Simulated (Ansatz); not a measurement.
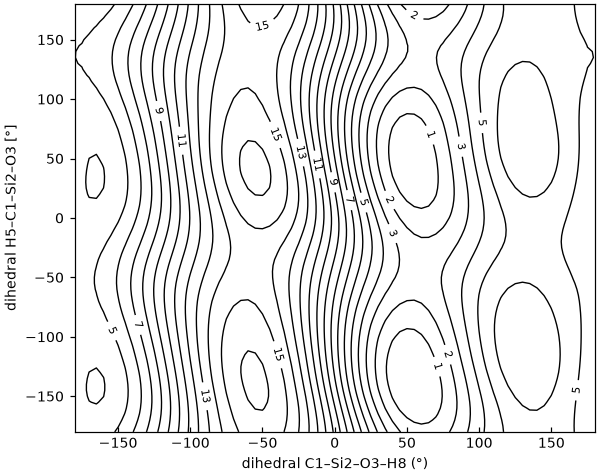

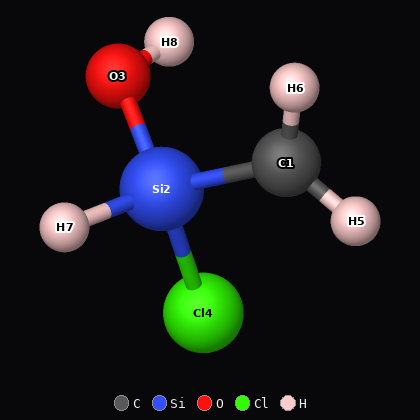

Energy landscape of CH4ClOSi, SMILES [CH2][SiH](O)Cl, spin multiplicity 2. Coordinates scanned: (1) dihedral C1–Si2–O3–H8; (2) dihedral H5–C1–Si2–O3. Nothing is relaxed (all other coordinates rigid). The grid has 18 × 18 points. Energies are in kJ/mol, from the relaxed molecule at the same level. These are results of UKS PBE0-D4/def2-SVP in Ansatz 0.2.0, not measurements.

The picture shows contour lines labelled in kJ/mol. Between grid points the surface is interpolated. The second picture is the structure at the lowest point.

### Describe this landscape.

The lowest grid point is at dihedral C1–Si2–O3–H8 = 60°, dihedral H5–C1–Si2–O3 = −140°, 0.09 kJ/mol from the relaxed molecule at the same level. Higher local minima lie near dihedral C1–Si2–O3–H8 = 60°, dihedral H5–C1–Si2–O3 = 40° (0.22 kJ/mol above the lowest at that grid point); dihedral C1–Si2–O3–H8 = −160°, dihedral H5–C1–Si2–O3 = −140° (3.9 kJ/mol above the lowest at that grid point); dihedral C1–Si2–O3–H8 = −160°, dihedral H5–C1–Si2–O3 = 40° (3.9 kJ/mol above the lowest at that grid point). The highest grid point, dihedral C1–Si2–O3–H8 = −60°, dihedral H5–C1–Si2–O3 = 40°, lies 16.1 kJ/mol above the lowest. On the interpolated surface the easiest way out of the lowest well to the well at about dihedral C1–Si2–O3–H8 = 55°, dihedral H5–C1–Si2–O3 = 45° passes a barrier of about 2.6 kJ/mol, counted from the interpolated bottom of the well. Round the minimum the valley is somewhat tilted: raising dihedral C1–Si2–O3–H8 shifts the best value of dihedral H5–C1–Si2–O3 downwards (coupling k₁₂/√(k₁₁k₂₂) about 0.3).

Time for the 324 points that were run: 28 min on 1 thread of Arm Neoverse V2, on a shared host.
